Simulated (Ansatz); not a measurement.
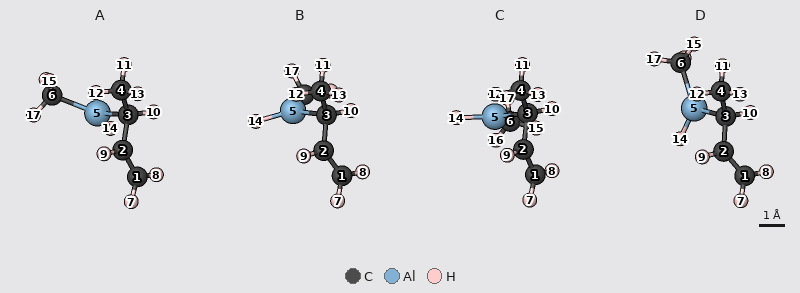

4 geometries from a converged minimum-energy path of C5H11Al, shuffled. The picture is a ball-and-stick view, seen at a tilt.

Theory: RKS BHLYP-D4/6-31G in Ansatz. Run with 5 movable images; climbing image; force threshold 0.05 eV/Å; iteration limit 60; starting path through a guess of the saddle point.

### One of them is the converged climbing image. Which?

D. In order along the path, whose images run from 0 to 6: A (image 1, +0.038 eV), D (image 3, +0.123 eV), B (image 5, +0.065 eV), C (image 6, +0.005 eV). The motion is a rotation about the C3–Al5 bond by about 175°, with a turn of about 40° about Al5–C6. No bond forms or breaks between the ends. Among the angles between lasting bonds that change up to the highest image: C2–C3–Al5 90.3° → 111.3°, C4–C3–Al5 119.8° → 112.0°.

Cost: 7.9 min on 1 thread of Arm Neoverse V1 (shared host), peak memory 0.2 GiB.
